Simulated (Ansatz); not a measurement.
# AlH5NSi+ (SMILES [NH2][AlH][SiH2+]): functionals against CCSD(T) at one geometry

A test off equilibrium: a structure displaced at random from a GFN2-xTB minimum is computed at several levels, and each is set against CCSD(T).

Program: Ansatz 0.2.0, Gaussian basis. Level of theory: single points in def2-TZVPP. These are calculated values, not measurements.

Cores are frozen in the correlated methods.

## 1. The starting structure

SMILES `[NH2][AlH][SiH2+]`, 8 atoms, charge 1, spin multiplicity 1.

Atoms are counted from 1 here; the program's logs count them from 0.

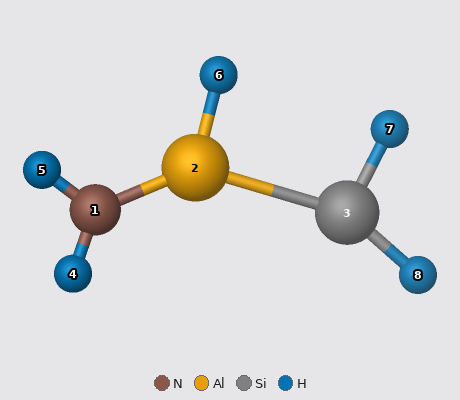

Start geometry, drawn with nitrogen brown, aluminium amber, silicon grey, hydrogen blue; atoms are numbered from 1 in the order of the file.

Coordinates:

```xyz
8
charge 1, multiplicity 1
N    -1.39240    1.17260   -0.95720
Al   -0.01710    0.53150   -0.11150
Si    0.89410   -1.63920    0.78760
H    -2.25390    0.70100   -1.37980
H    -1.46440    2.20550   -1.17050
H     1.13510    1.31990    0.45680
H     2.14840   -1.17300    1.42860
H     0.90610   -3.12200    1.01630
```

## 2. CCSD(T)/def2-TZVPP

File run/in.yaml:

```yaml
crystal:
  periodic: [false, false, false]
  atoms:
    - {symbol: N, position_ang: [-1.392400, 1.172600, -0.957200]}
    - {symbol: Al, position_ang: [-0.017100, 0.531500, -0.111500]}
    - {symbol: Si, position_ang: [0.894100, -1.639200, 0.787600]}
    - {symbol: H, position_ang: [-2.253900, 0.701000, -1.379800]}
    - {symbol: H, position_ang: [-1.464400, 2.205500, -1.170500]}
    - {symbol: H, position_ang: [1.135100, 1.319900, 0.456800]}
    - {symbol: H, position_ang: [2.148400, -1.173000, 1.428600]}
    - {symbol: H, position_ang: [0.906100, -3.122000, 1.016300]}
basis:
  gaussian: {orbitals: def2-TZVPP}
total_charge: 1
correlation: {method: ccsd_t}
output: {forces: true}
```

Started as:

```console
$ ansatz run in.yaml --threads 4 --pin off --events-out ev --progress --plain --max-ram 5222MiB
```

## 3. PBE0-D4/def2-TZVPP

run/in.yaml: that of step 2 with these lines changed.

```diff
@@ -14,3 +14,3 @@
 total_charge: 1
-correlation: {method: ccsd_t}
-output: {forces: true}
+hamiltonian: {xc: pbe0, dispersion: d4}
+output: {forces: true, orbitals: {seedname: orbitals}}
```

## 4. wB97M-V/def2-TZVPP

run/in.yaml: that of step 3 with these lines changed.

```diff
@@ -14,3 +14,3 @@
 total_charge: 1
-hamiltonian: {xc: pbe0, dispersion: d4}
-output: {forces: true, orbitals: {seedname: orbitals}}
+hamiltonian: {xc: {name: wB97M-V}}
+output: {forces: true}
```

## 5. r2SCAN-D4/def2-TZVPP

run/in.yaml: that of step 4 with these lines changed.

```diff
@@ -14,3 +14,3 @@
 total_charge: 1
-hamiltonian: {xc: {name: wB97M-V}}
+hamiltonian: {xc: r2scan, dispersion: d4}
 output: {forces: true}
```

## 6. PBE-D4/def2-TZVPP

run/in.yaml: that of step 5 with these lines changed.

```diff
@@ -14,3 +14,3 @@
 total_charge: 1
-hamiltonian: {xc: r2scan, dispersion: d4}
+hamiltonian: {xc: pbe, dispersion: d4}
 output: {forces: true}
```

## 7. r2SCANh-D4/def2-TZVPP

run/in.yaml: that of step 6 with these lines changed.

```diff
@@ -14,3 +14,3 @@
 total_charge: 1
-hamiltonian: {xc: pbe, dispersion: d4}
+hamiltonian: {xc: {name: r2SCANh}, dispersion: d4}
 output: {forces: true}
```

## 8. revPBE-D4/def2-TZVPP

run/in.yaml: that of step 7 with these lines changed.

```diff
@@ -14,3 +14,3 @@
 total_charge: 1
-hamiltonian: {xc: {name: r2SCANh}, dispersion: d4}
+hamiltonian: {xc: {name: revPBE}, dispersion: d4}
 output: {forces: true}
```

(Steps that only read results are left out.)

What does the calculation give? Wanted: energy less free atoms, CCSD(T)/def2-TZVPP; RMS force component; RMS force error; HOMO and LUMO, PBE0-D4; T1 diagnostic.

As calculated:

| quantity | value |
| --- | --- |
| energy less free atoms, CCSD(T)/def2-TZVPP | -347.3 kcal/mol |
| RMS force component | 0.752 to 0.848 eV/Å over the methods |
| RMS force error | PBE0-D4 0.083, wB97M-V 0.061, r2SCAN-D4 0.096, PBE-D4 0.229, r2SCANh-D4 0.065, revPBE-D4 0.234 eV/Å |
| HOMO and LUMO, PBE0-D4 | -12.32 and -9.30 eV |
| T1 diagnostic | 0.015 |

In words: Against CCSD(T) the functionals' energies less atoms differ by -18.3 to -5.7 kcal/mol, PBE-D4 by -16.0 kcal/mol. The reference is not at the basis limit: in triple zeta CCSD(T) underbinds, which counts against methods that bind more; the gaps are no ranking. For forces wB97M-V does best and revPBE-D4 worst. Frozen-core CCSD(T) forces in triple zeta carry basis errors of their own, and this is one geometry, so small gaps rank nothing.
